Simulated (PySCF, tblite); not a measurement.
# C7H9O radical: geometry, infrared bands and EPR parameters

What infrared bands and EPR parameters should C7H9O radical (`[CH2][C@@H](C#CC)C(C)=O`) show?

Programs: tblite 0.8.0 and PySCF 2.14.0, with density-fitted response routines of our own. Each step states its level of theory. These are calculated values for one molecule in the gas phase, unless marked as measured. Atoms are numbered from 0 throughout.

**1. The starting structure**

17 atoms, charge 0, multiplicity 2; geometry from: force field or distance geometry start.

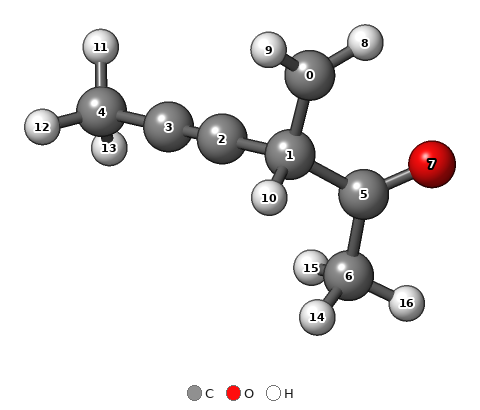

The starting geometry (carbon grey, oxygen red, hydrogen white), atoms numbered; sticks join atoms by distance.

**2. Optimising the geometry with GFN2-xTB**

What the job is given:

```
{"job": {"kind": "relax", "xc": "GFN2-xTB", "basis": "xTB"}, "charge": 0, "multiplicity": 2}
C     -0.545800    -2.176400    -0.812800
C     -0.747600    -0.910600    -0.034700
C      0.593000    -0.344200     0.262300
C      1.664600     0.134800     0.486700
C      2.984800     0.690400     0.782800
C     -1.657000     0.106600    -0.735200
C     -1.931100     1.393800     0.010500
O     -2.160000    -0.082800    -1.832700
H     -0.773000    -2.209400    -1.871800
H     -0.161100    -3.061600    -0.329200
H     -1.247700    -1.182400     0.911500
H      3.717000     0.342000     0.044400
H      3.327200     0.397700     1.780300
H      2.961600     1.784400     0.733900
H     -2.260700     1.170600     1.034100
H     -1.039000     2.017000     0.045800
H     -2.732500     1.942100    -0.485700
```

On the command line:

```
> OMP_NUM_THREADS=1 python probes_run.py task.json out
```

One launch serves the whole session: the jobs run in the order shown.

Output:

```text
step      E/eV     max force
  0    -638.87312    1.460
  1    -638.86129    2.848
  2    -638.91329    0.635
  3    -638.91617    0.947
  4    -638.92725    0.305
  5    -638.93709    0.292
  6    -638.94488    0.405
  7    -638.94979    0.246
  8    -638.95291    0.136
  9    -638.95593    0.188
 10    -638.95810    0.178
 11    -638.95974    0.108
 12    -638.96118    0.088
 13    -638.96251    0.124
 14    -638.96350    0.106
 15    -638.96411    0.062
 16    -638.96458    0.068
 17    -638.96509    0.091
 18    -638.96562    0.079
 19    -638.96612    0.059
 20    -638.96655    0.067
 21    -638.96694    0.087
 22    -638.96730    0.076
 23    -638.96764    0.046
 24    -638.96797    0.047
 25    -638.96834    0.068
 26    -638.96874    0.072
 27    -638.96913    0.050
 28    -638.96946    0.042
 29    -638.96973    0.042
 30    -638.96997    0.042
 31    -638.97015    0.031
 32    -638.97027    0.026
 33    -638.97036    0.027
 34    -638.97046    0.031
 35    -638.97060    0.033
 36    -638.97074    0.025
 37    -638.97086    0.022
 38    -638.97095    0.026
 39    -638.97105    0.027
 40    -638.97118    0.029
 41    -638.97132    0.027
 42    -638.97144    0.025
 43    -638.97153    0.026
 44    -638.97160    0.026
 45    -638.97169    0.019
 46    -638.97176    0.024
 47    -638.97181    0.020
 48    -638.97186    0.018
 49    -638.97192    0.023
 50    -638.97202    0.030
 51    -638.97214    0.039
 52    -638.97228    0.033
 53    -638.97240    0.028
 54    -638.97252    0.029
 55    -638.97265    0.033
 56    -638.97280    0.040
 57    -638.97295    0.034
 58    -638.97309    0.025
 59    -638.97321    0.035
 60    -638.97334    0.037
 61    -638.97349    0.038
 62    -638.97361    0.046
 63    -638.97377    0.043
 64    -638.97395    0.040
 65    -638.97428    0.046
 66    -638.97448    0.050
 67    -638.97482    0.058
 68    -638.97522    0.055
 69    -638.97558    0.054
 70    -638.97602    0.055
 71    -638.97579    0.171
 72    -638.97671    0.077
 73    -638.97706    0.067
 74    -638.96796    0.667
 75    -638.97781    0.069
 76    -638.97815    0.040
 77    -638.96862    0.776
 78    -638.97862    0.034
 79    -638.97897    0.026
 80    -638.96622    0.789
 81    -638.97934    0.024
 82    -638.97962    0.022
 83    -638.97284    0.608
 84    -638.98001    0.023
 85    -638.98028    0.032
 86    -638.97835    0.395
 87    -638.98069    0.042
 88    -638.98092    0.059
 89    -638.98089    0.229
 90    -638.98134    0.083
 91    -638.98151    0.087
 92    -638.98193    0.264
 93    -638.98277    0.067
 94    -638.98340    0.050
 95    -638.97853    0.679
 96    -638.98466    0.085
 97    -638.98552    0.055
 98    -638.97763    0.864
 99    -638.98639    0.066
100    -638.98708    0.084
101    -638.97623    0.952
102    -638.98792    0.097
103    -638.98852    0.117
104    -638.98338    0.734
105    -638.98955    0.131
106    -638.99013    0.148
107    -638.98544    0.666
108    -638.99125    0.153
109    -638.99184    0.159
110    -638.99260    0.414
111    -638.99421    0.157
112    -638.99520    0.118
113    -638.99848    0.197
114    -638.99999    0.072
115    -639.00116    0.116
116    -639.00228    0.098
117    -639.00357    0.066
118    -639.00472    0.070
119    -639.00543    0.077
120    -639.00572    0.083
121    -639.00650    0.092
122    -639.00719    0.091
123    -639.00813    0.057
124    -639.00908    0.085
125    -639.00993    0.039
126    -639.01039    0.064
127    -639.01047    0.107
128    -639.01075    0.026
129    -639.01090    0.035
130    -639.01124    0.042
131    -639.01150    0.032
132    -639.01171    0.026
133    -639.01187    0.026
134    -639.01198    0.039
135    -639.01204    0.033
136    -639.01208    0.033
137    -639.01211    0.019
138    -639.01216    0.018
139    -639.01222    0.018
140    -639.01228    0.021
141    -639.01234    0.023
142    -639.01240    0.022
143    -639.01247    0.018
144    -639.01253    0.017
145    -639.01259    0.019
146    -639.01267    0.023
147    -639.01279    0.028
148    -639.01297    0.039
149    -639.01328    0.052
150    -639.01378    0.068
151    -639.01453    0.082
152    -639.01538    0.060
153    -639.01591    0.053
154    -639.01550    0.185
155    -639.01631    0.039
156    -639.01642    0.025
157    -639.01662    0.049
158    -639.01668    0.019
159    -639.01675    0.018
160    -639.01679    0.016
161    -639.01681    0.014
162    -639.01683    0.013
163    -639.01686    0.011
164    -639.01690    0.015
165    -639.01694    0.017
166    -639.01698    0.019
167    -639.01703    0.019
168    -639.01708    0.019
169    -639.01716    0.028
170    -639.01724    0.023
171    -639.01731    0.027
172    -639.01736    0.031
173    -639.01740    0.028
174    -639.01744    0.026
175    -639.01748    0.023
176    -639.01752    0.022
177    -639.01757    0.020
178    -639.01762    0.019
179    -639.01768    0.018
180    -639.01776    0.020
181    -639.01784    0.021
182    -639.01793    0.019
183    -639.01799    0.019
184    -639.01804    0.019
185    -639.01809    0.018
186    -639.01816    0.019
187    -639.01825    0.015
188    -639.01829    0.013
189    -639.01832    0.012
190    -639.01834    0.009
```

Run time: 1.1 s. Hardware: 1 thread of Arm Neoverse V1, shared host.

Along the way: (not every step is listed) (the energy doesn't fall at every step)

| step | energy from step 0 (eV) | largest force (eV/Å) |
| --- | --- | --- |
| 0 | 0.0000 | 1.4603 |
| 1 | 0.0118 | 2.8476 |
| 2 | -0.0402 | 0.6353 |
| 3 | -0.0430 | 0.9465 |
| 4 | -0.0541 | 0.3047 |
| 5 | -0.0640 | 0.2923 |
| 6 | -0.0718 | 0.4046 |
| 7 | -0.0767 | 0.2457 |
| 8 | -0.0798 | 0.1364 |
| 25 | -0.0952 | 0.0679 |
| 42 | -0.0983 | 0.0252 |
| 59 | -0.1001 | 0.0347 |
| 76 | -0.1050 | 0.0403 |
| 93 | -0.1096 | 0.0667 |
| 110 | -0.1195 | 0.4138 |
| 127 | -0.1374 | 0.1070 |
| 144 | -0.1394 | 0.0168 |
| 161 | -0.1437 | 0.0136 |
| 178 | -0.1445 | 0.0190 |
| 185 | -0.1450 | 0.0185 |
| 186 | -0.1450 | 0.0189 |
| 187 | -0.1451 | 0.0154 |
| 188 | -0.1452 | 0.0131 |
| 189 | -0.1452 | 0.0116 |
| 190 | -0.1452 | 0.0093 |

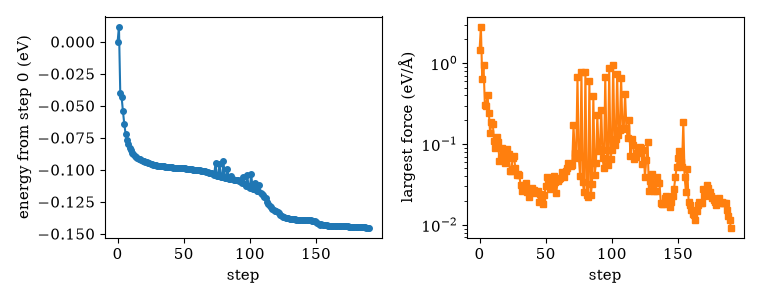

Energy and force, step by step.

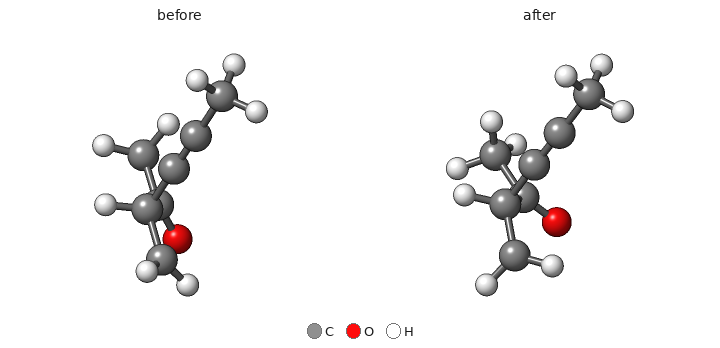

Before and after, at one scale.

Close pairs (by a distance rule), those that changed most:

| bond | before (Å) | after (Å) | change (Å) |
| --- | --- | --- | --- |
| C0–C1 | 1.499 | 1.466 | -0.034 |
| C1–C5 | 1.534 | 1.562 | +0.028 |
| C1–C2 | 1.485 | 1.459 | -0.026 |
| C5–O7 | 1.222 | 1.197 | -0.025 |
| C3–C4 | 1.463 | 1.446 | -0.017 |
| C0–H8 | 1.084 | 1.072 | -0.012 |
| C6–H14 | 1.098 | 1.089 | -0.009 |
| C1–H10 | 1.104 | 1.096 | -0.008 |

The end geometry stands in the next job.

**3. Infrared spectrum with GFN2-xTB**

What the job is given:

```
{"job": {"kind": "ir", "xc": "GFN2-xTB", "basis": "xTB"}, "charge": 0, "multiplicity": 2}
C     -0.611487    -2.222241    -0.656044
C     -0.691034    -0.939405     0.048452
C      0.618219    -0.330448     0.257936
C      1.695067     0.182616     0.380978
C      2.996010     0.786851     0.564465
C     -1.446296     0.170010    -0.750659
C     -2.020683     1.238965     0.140594
O     -1.534350     0.176704    -1.944203
H      0.107433    -2.361427    -1.438815
H     -1.395943    -2.943703    -0.537258
H     -1.204833    -1.050108     1.010487
H      3.690024     0.406571    -0.184247
H      3.382682     0.553521     1.556192
H      2.920564     1.868917     0.458911
H     -2.912339     0.847306     0.628233
H     -1.303070     1.520588     0.907264
H     -2.296960     2.107313    -0.452195
```

Output:

```text
mode    cm-1     km/mol
  1     -29.8      0.03
  2      36.2      4.45
  3      74.8      0.37
  4     123.6      0.75
  5     137.9      1.03
  6     154.5      0.91
  7     214.5      3.87
  8     256.2      0.14
  9     267.9      1.40
 10     339.5      0.27
 11     353.0      1.77
 12     465.5      2.28
 13     504.0     40.62
 14     547.9      3.11
 15     607.1     43.25
 16     727.6      0.80
 17     805.4      4.51
 18     953.5     31.55
 19     989.3      9.19
 20     990.5      2.05
 21    1024.6      5.87
 22    1027.7      7.92
 23    1106.0    215.28
 24    1126.9      1.54
 25    1158.2     17.33
 26    1206.5     35.26
 27    1285.9     10.21
 28    1360.1     32.02
 29    1389.3      2.92
 30    1393.1      2.26
 31    1448.1     10.26
 32    1453.9      4.74
 33    1454.8      5.59
 34    1455.9      9.11
 35    1796.2    383.52
 36    2402.4     13.10
 37    2903.2     32.47
 38    3003.0     22.45
 39    3005.6     22.31
 40    3013.0     24.74
 41    3016.9      6.58
 42    3039.4      4.47
 43    3050.6     13.85
 44    3138.9     19.22
 45    3185.5     27.24
```

Run time: 0.5 s. Hardware: 1 thread of Arm Neoverse V1, shared host.

The strongest bands and the atoms that carry them (share of the mass-weighted mode):

| cm⁻¹ | km/mol | atoms |
| --- | --- | --- |
| 504 | 40.6 | H8 33 %, C0 25 %, H9 23 % |
| 607 | 43.2 | C6 22 %, O7 16 %, C0 13 %, C5 13 % |
| 954 | 31.6 | H14 30 %, C6 18 %, C5 16 % |
| 1106 | 215.3 | C5 40 %, H16 21 %, C6 13 %, C1 10 % |
| 1206 | 35.3 | H10 53 %, C1 10 % |
| 1360 | 32.0 | H14 30 %, H15 29 %, H16 21 %, C6 19 % |
| 1796 | 383.5 | C5 61 %, O7 38 % |
| 2903 | 32.5 | H10 93 % |

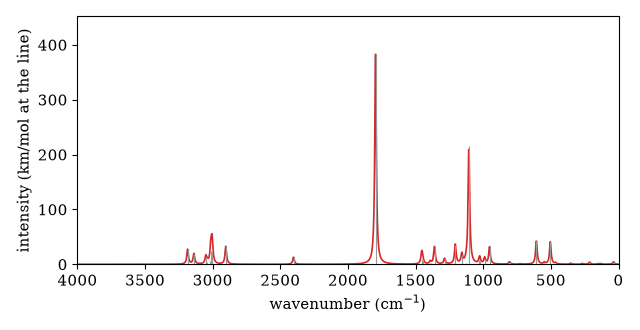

The infrared spectrum from these modes, unscaled. Lines are broadened to a width of 14 cm⁻¹ (Lorentzian).

**4. EPR parameters: B3LYP/pcH-1**

Settings changed since step 3:

```diff
@@ -1,2 +1,2 @@
-{"job": {"kind": "ir", "xc": "GFN2-xTB", "basis": "xTB"}, "charge": 0, "multiplicity": 2}
+{"job": {"kind": "epr", "basis": "pcH-1"}, "charge": 0, "multiplicity": 2}
 C     -0.611487    -2.222241    -0.656044
```

With the program's defaults for keys left out, this is: UKS B3LYP, pcH-1 on C H O, non-relativistic, mean-field spin-orbit, GIAO.

Output:

```text
UKS, coarse grid
  cycle   1  E = -347.11448123  |g| = 6.46e-01
  cycle   2  E = -346.58257428  |g| = 1.35e+00
  cycle   3  E = -347.26939168  |g| = 1.80e-01
  cycle   4  E = -347.28309034  |g| = 7.19e-02
  cycle   5  E = -347.28444730  |g| = 4.92e-02
  cycle   6  E = -347.28557552  |g| = 6.98e-03
  cycle   7  E = -347.28559996  |g| = 2.40e-03
  cycle   8  E = -347.28560386  |g| = 8.80e-04
UKS, final grid
  cycle   1  E = -347.28560144  |g| = 9.09e-04
  cycle   2  E = -347.28560124  |g| = 1.15e-03
  cycle   3  E = -347.28560185  |g| = 2.60e-04
  cycle   4  E = -347.28560188  |g| = 7.03e-05
  cycle   5  E = -347.28560188  |g| = 5.30e-05
  cycle   6  E = -347.28560189  |g| = 2.46e-05
E = -347.28560189 Eh   <S^2> = 0.7538 (exact 0.7500)
g shifts (ppm)      1          2          3
  rmc          -145       -145       -145
  gc              4         38         24
  oz_so        -110        374        972
  total        -251        266        850
hyperfine (MHz)  atom isotope    a_iso     a_fc   dipolar eigenvalues
    0   13C     103.74     103.74    -81.81    -81.17    162.98
    1   13C     -33.74     -33.74     -1.99     -1.05      3.03
    2   13C      33.85      33.85     -2.01     -1.66      3.67
    3   13C       2.02       2.02     -1.52      0.25      1.27
    4   13C       0.26       0.26     -0.20     -0.16      0.35
    5   13C      76.45      76.45     -7.67     -6.84     14.51
    6   13C       7.22       7.22     -1.51     -1.45      2.96
    7   17O      -1.84      -1.84     -2.88      0.89      1.99
    8    1H     -61.99     -61.99    -39.07     -0.91     39.98
    9    1H     -61.10     -61.10    -39.30     -0.70     40.00
   10    1H      29.27      29.27     -5.36     -4.31      9.67
   11    1H       0.34       0.34     -0.59     -0.57      1.15
   12    1H      -0.63      -0.63     -0.53     -0.49      1.03
   13    1H      -0.55      -0.55     -0.48     -0.46      0.93
   14    1H      -0.49      -0.49     -1.75     -0.86      2.61
   15    1H      -0.67      -0.67     -1.77     -0.93      2.70
   16    1H       3.58       3.58     -1.53     -0.75      2.28
```

It took 81 s on 1 thread of Arm Neoverse V1, shared host; peak memory 0.97 GiB.

Principal g values 2.00207, 2.00259, 2.00317; g(iso) = 2.00261, against 2.00232 for a free electron.

Mean a(iso) over the nuclei that a row names, and the largest dipolar term of the row (other rows stand at the frozen geometry):

| nuclei | isotope | a(iso) (MHz) | a(iso) (G, at g = 2.0023) | largest dipolar term (MHz) |
| --- | --- | --- | --- | --- |
| C0 | 13C | 103.7 | 37.0 | 163.0 |
| C5 | 13C | 76.5 | 27.3 | 14.5 |
| H8, H9 | 1H | -61.5 | -22.0 | 40.0 |
| C2 | 13C | 33.8 | 12.1 | 3.7 |
| C1 | 13C | -33.7 | -12.0 | 3.0 |
| H10 | 1H | 29.3 | 10.4 | 9.7 |
| C6 | 13C | 7.2 | 2.6 | 3.0 |
| C3 | 13C | 2.0 | 0.7 | -1.5 |
| O7 | 17O | -1.8 | -0.7 | -2.9 |
| H14, H15, H16 | 1H | 0.8 | 0.3 | 2.7 |
| H11, H12, H13 | 1H | -0.3 | -0.1 | 1.2 |
| C4 | 13C | 0.3 | 0.1 | 0.4 |

Mulliken spin populations:

C0 1.08; C1 -0.08; C2 0.01; C3 0.00; C4 0.00; C5 0.05; C6 0.01; O7 0.00; H8 -0.04; H9 -0.04; H10 0.01; H11 0.00; H12 0.00; H13 0.00; H14 0.00; H15 0.00; H16 0.00

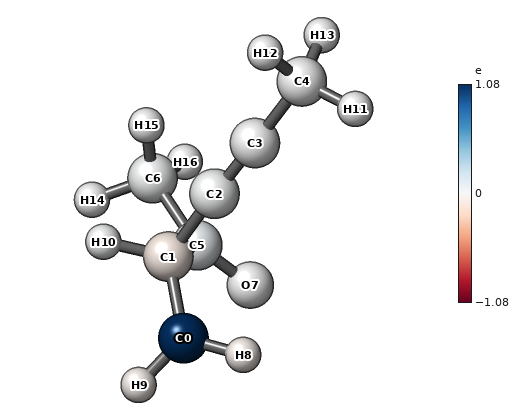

Mulliken spin populations, as colours on the atoms.

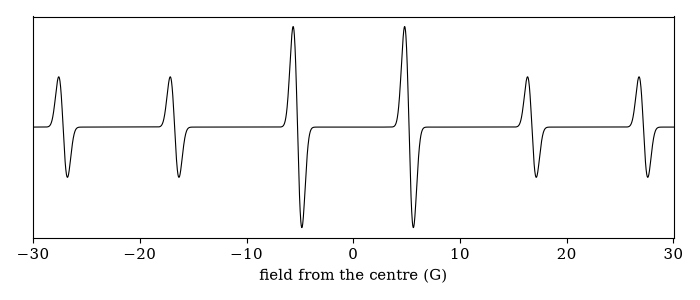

First-order isotropic spectrum (first derivative, main isotopes with spin only, couplings over 0.8 MHz, Gaussian width 0.3 G; couplings of the frozen geometry, rotation of groups not averaged beyond the rows shown).

Orbitals, density, ELF and potential are computed afterwards from the orbital file.

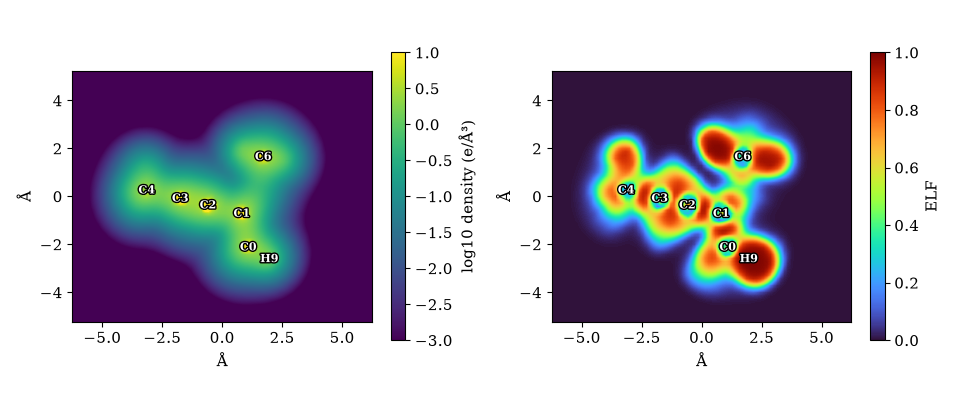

Density (left) and ELF (right) in a plane through or near 7 of the atoms.

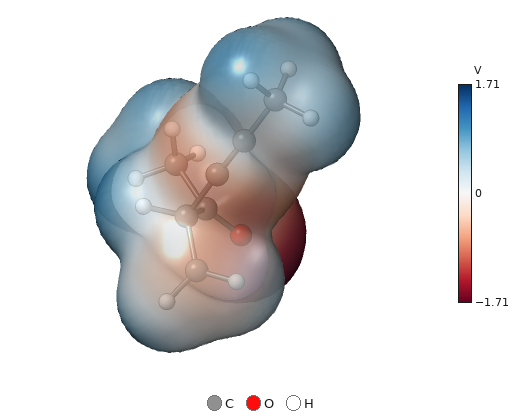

Electrostatic potential on the surface of density 0.002 e/bohr³; red is low, blue high. It runs from -1.71 V near O7 to 1.10 V near H10.

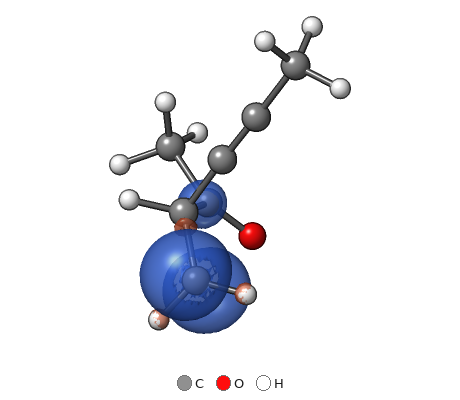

Spin density at ±0.04 e/Å³ (alpha excess blue, beta excess red).

**5. Summary of results**

| quantity | value |
| --- | --- |
| strongest single infrared mode (GFN2-xTB) | 1796 cm⁻¹, 384 km/mol |
| zero-point energy (GFN2-xTB) | 82.9 kcal/mol |
| g(iso) (B3LYP) | 2.00261 |
| ⟨S²⟩ | 0.754 (exact 0.75) |
| largest a(iso) (averaged by class) | 13C on C0, 103.7 MHz |
| potential on the surface of density 0.002 e/bohr³, 1st and 99th percentile | -1.71 V and 1.10 V |

**Reading.** The optimisation took 190 steps and gained 0.145 eV; among the close pairs (by a distance rule), C0–C1 changed most, from 1.499 to 1.466 Å. The lowest mode is imaginary (30i cm⁻¹), so the xTB geometry is not a minimum: the zero-point energy counts the real modes alone, and all values at this geometry belong to a saddle point. The strongest single mode, at 1796 cm⁻¹, moves mainly C5 and O7. GFN2-xTB is a fitted tight-binding method: band positions and strengths are rough. Its intensities can rank the bands wrongly. C0 carries the largest spin population, 1.08 e. The isotropic g lies 0.3 ppt above the free-electron value. The conformer search (at its own cheap level) found a structure 20.8 kcal/mol lower, too far down for a turn about a bond: it may have other bonds, so these spectra needn't be the molecule's.
